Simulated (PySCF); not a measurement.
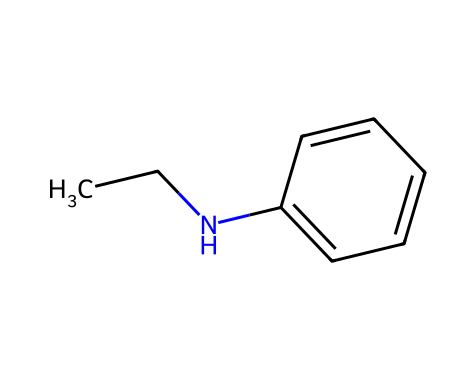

A structural formula.

Transcribe the drawing into SMILES.

Answer. CCNc1ccccc1

Give the formula, hydrogens included.

Answer. C8H11N.

The parts below concern this one geometry. Atoms keep their numbers from picture to picture. The geometry was computed by an optimisation with GFN2-xTB. No frequency run is at hand to confirm it as a minimum.

**Electronic properties**

No frequency run is at hand to confirm it as a minimum. Properties computed with PBE0/pcSseg-1, gas phase (PySCF 2.14.0).

Estimate the HOMO energy (Kohn–Sham orbital).

Answer. −5.65 eV.

Estimate the HOMO–LUMO gap.

Answer. 5.75 eV.

What is the dipole moment?

Answer. 2.06 D.

**Charges**

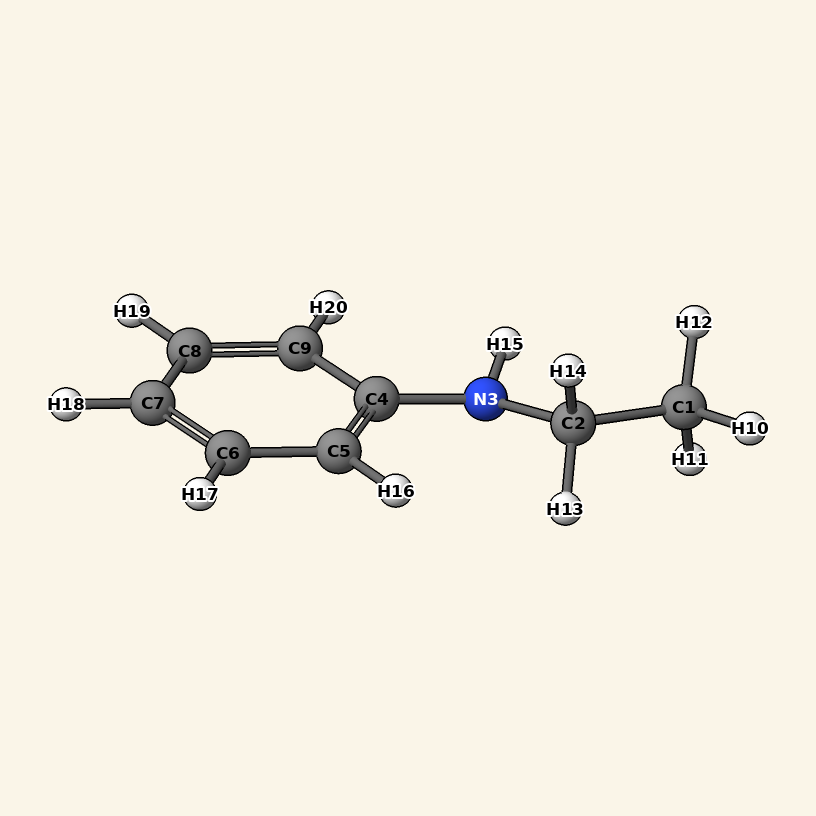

The questions are on IAO charges. No frequency run is at hand to confirm it as a minimum. Level of theory: PBE0/pcSseg-1, gas phase (PySCF 2.14.0).

List the IAO charges.

```tsv
atom	value (e)
C1	−0.42
C2	−0.14
N3	−0.34
C4	0.12
C5	−0.22
C6	−0.14
C7	−0.19
C8	−0.14
C9	−0.20
H10	0.15
H11	0.15
H12	0.14
H13	0.14
H14	0.12
H15	0.25
H16	0.14
H17	0.15
H18	0.15
H19	0.15
H20	0.14
```

**NMR shielding**

The questions are on isotropic NMR shieldings of the C atoms. No frequency run is at hand to confirm it as a minimum. Method: GIAO PBE0/pcSseg-1 NMR shielding, non-relativistic, gas phase (PySCF 2.14.0).

Give the isotropic NMR shieldings of the C atoms atom by atom.

```tsv
atom	σ (ppm)
C1	170.1
C2	145.9
C4	33.8
C5	74.5
C6	51.7
C7	65.5
C8	52.3
C9	68.5
```

**Ring current**

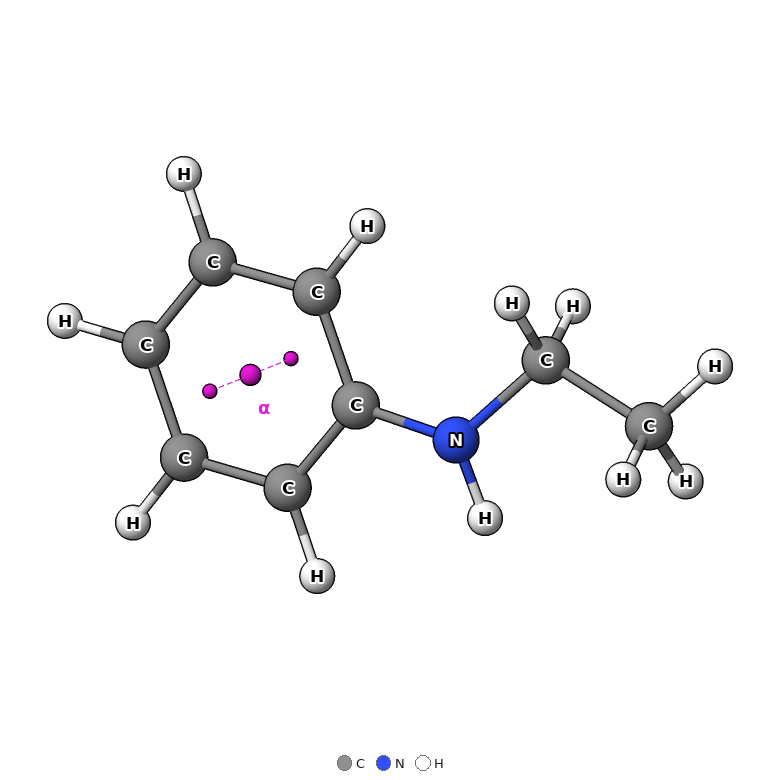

The small points mark where nucleus-independent chemical shifts (NICS) were computed: at the centre of each lettered ring and 1 Å above and below it. No frequency run is at hand to confirm it as a minimum. Properties computed with GIAO PBE0/pcSseg-1 NMR shielding, non-relativistic, gas phase (PySCF 2.14.0).

Give NICS(0), NICS(1) and the out-of-plane component NICS(1)zz for each ring (means of the two sides).

```
ring  members  NICS(0)  NICS(1)  NICS(1)zz
   α       C6     −8.3    −10.3      −25.4
```

Values in ppm.

What do the values say about the ring currents?

Answer. Ring α: diatropic, as in an aromatic ring. NICS is one index among several.
